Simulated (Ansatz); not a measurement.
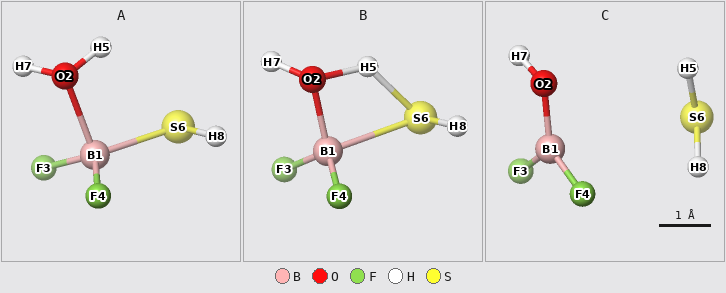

3 geometries from a converged minimum-energy path of BH$_{3}$SOF$_{2}$, made up at the start of BHOF2 and H2S, shuffled. A ball-and-stick model, seen face on.

The calculation used UKS PBE-D4/def2-SVP in Ansatz 0.2.0. Set-up: 7 movable images; climbing image; force threshold 0.05 eV/Å; iteration limit 60; starting path through a guess of the saddle point.

Which of them lies highest in energy?

B. In order along the path, whose images run from 0 to 8: C (image 0, 0.00 eV), B (image 6, +0.82 eV), A (image 8, +0.47 eV). Breaking: H5–S6 (1.36 → 1.62 at the top → 2.43 Å). Forming: B1–S6 (3.17 → 2.12 at the top → 1.90 Å), O2–H5 (2.92 → 1.29 at the top → 0.99 Å).

Limits of the set-up: the start holds two separate molecules, 2.5 Å apart at their closest, whose relative position is a soft coordinate.
